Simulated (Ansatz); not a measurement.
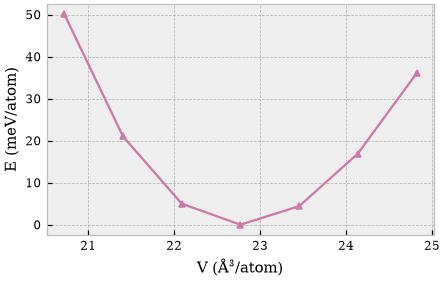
Figure: AlGa3As4 in space group P-4m2 (No. 115; Pearson symbol tP8) under volume change, DFT-r²SCAN in the program Ansatz with PAW potentials, shape and atoms relaxed at each volume.

**Question.** What does a third-order Birch–Murnaghan fit give for V₀, B₀ and B′?

**Answer.** V₀ = 22.77 Å³/atom, B₀ = 73.2 GPa, B′ = 4.5.

The start of the workflow was typed in or built on a structure type; neither database checked (COD, Materials Project) lists it. Whether it is the stable phase at ambient conditions was not checked. The r²SCAN relaxation kept the symmetry of its start; whether a distortion lowers the energy is not shown.

Potentials: the earlier of the program's two PAW sets.
